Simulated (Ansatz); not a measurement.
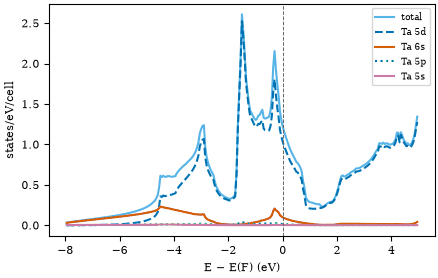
Figure: Total and projected density of states of Ta (bcc (W type), Im-3m), DFT-r²SCAN+D4 in the program Ansatz with PAW potentials

Which orbitals carry the states next to the Fermi level?

Within 0.5 eV of the Fermi level: Ta 5d 85 %, Ta 6s 8 %, outside the projected shells 6 %. Projections are on Löwdin-orthogonalised atomic valence shells; empty p or d shells of many metals are not among them.

Where is the tallest occupied peak in this window, and what makes it?

Near -1.5 eV, about 2.6 states/eV per cell; the largest projected share is Ta 5d.

Symmetry was held in the r²SCAN+D4 relaxation. The run is not spin-polarised. The pairwise dispersion correction was not fitted to metals. Spin–orbit coupling is left out wherever it is not named.

Potentials: the later of the program's two PAW sets.
